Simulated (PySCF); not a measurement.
## A study: CH5N, SMILES `CN`

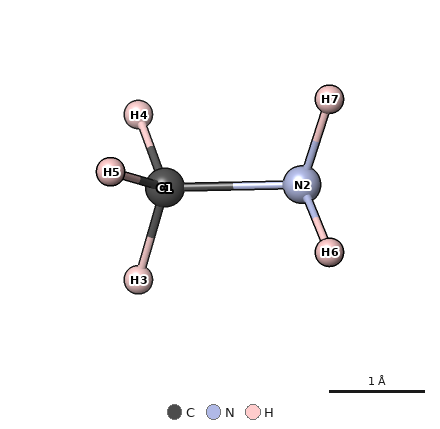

The molecule, with its atoms numbered as below. No frequency check shows the geometry to be a minimum.

Coordinates in Å:

```
C1       0.7030    0.0000   -0.0159
N2      -0.7431   -0.0001    0.1206
H3       1.0986   -0.8841    0.4833
H4       1.0989    0.8832    0.4840
H5       1.0620    0.0005   -1.0554
H6      -1.1379   -0.8184   -0.3310
H7      -1.1376    0.8190   -0.3303
```

## 1. Bonding charge

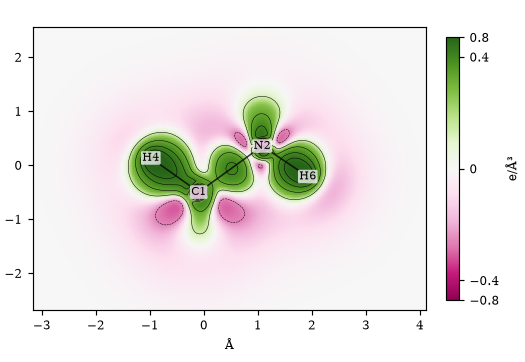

Deformation density (molecule less spherical, spin-averaged free atoms) in the plane of C1, N2, H4 and H6; colour scale in e/Å³, logarithmic beyond ±0.1; green: gain, pink: loss.

PySCF calculation, ωB97X/def2-TZVP, gas phase; geometry: GFN2-xTB.

> Describe the bonding that the map shows.

N2–H6: +0.86 e/Å³ at the bond critical point (bond length 1.01 Å, Mayer order 0.9). C1–H4: +0.76 e/Å³ at the bond critical point (bond length 1.09 Å, Mayer order 1.0). C1–N2: +0.36 e/Å³ at the bond critical point (bond length 1.45 Å, Mayer order 1.0). In all, 1.6 electrons gather in the regions of gain relative to the promolecule.

> Where do the Hirshfeld charges lie?

The highest Hirshfeld charge is on H6 and H7 (+0.11 e), the lowest on N2 (−0.26 e).

## 2. Electrostatic potential

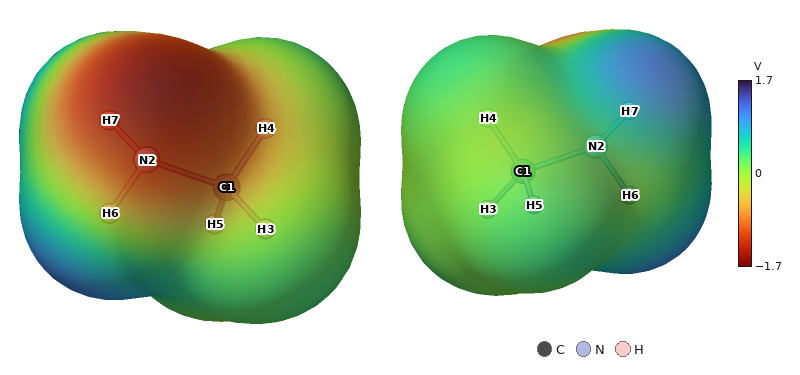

Electrostatic potential on the surface of electron density 0.001 a.u. (back view left, front view right).

> Where are the extremes of the potential on the surface?

Highest: 1.09 V, 1.3 Å from H7, and at like points elsewhere. Further maxima include 0.39 V, 1.4 Å from H3, and at like points elsewhere; 0.37 V, 1.4 Å from H5. Lowest: −1.65 V, 2.1 Å from N2. Further minima include 0.05 V, about equally far (1.6 Å) from H3 and H5, over C1 (2.0 Å), and at like points elsewhere; 0.19 V, 1.6 Å from H5. The surface is sampled at points, so like sites can differ by a few per cent and only the strongest of them is named.

## 3. In an electric field

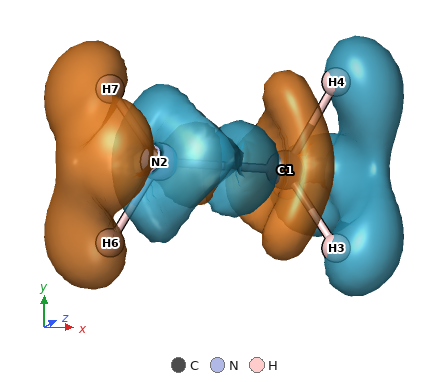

Change of the electron density in a uniform field of 0.21 V/Å, surfaces at ±0.002 e/Å³ (light blue: gain, orange: loss).

Computed with PySCF, ωB97X/def2-TZVP, geometry: GFN2-xTB. A basis without diffuse functions makes polarisabilities too small.

The field was applied in both directions; the picture shows the one opposite to the script's first.

> Along which Cartesian direction does the field point?

Along −x: electrons gather on the +x side, against the field.

> What dipole is induced, and what polarisability does it imply?

The induced dipole is 0.25 D (along the field); α along this axis, from the fields in both directions, is 24 bohr³ (3.6 Å³).

## 4. Removing or adding an electron

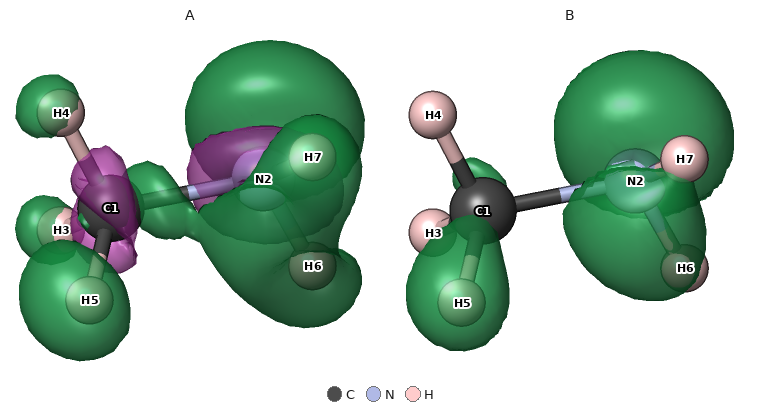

The Fukui function f⁻ from two separate SCF calculations and the density of the HOMO, at ±0.05 e/Å³ (green positive, purple negative).

Computed with PySCF, ωB97X/def2-TZVP, geometry: GFN2-xTB.

> Which panel is which, and how good is the frozen-orbital picture?

A is f⁻ (it has negative regions), B the HOMO density. The HOMO lies on N2 (66 %), C1 (12 %) and H5 (8 %); f⁻ (Hirshfeld-condensed) is largest on N2 (0.41); the vertical ionisation energy is 9.59 eV. Relaxation shifts 27 % of the electron between atoms. The orbital energy is −9.28 eV.

The PySCF runs shown took 5.1 s, 9.2 s and 30 s on 1 thread of Intel(R) Xeon(R) Platinum 8488C (Sapphire Rapids) (shared host).
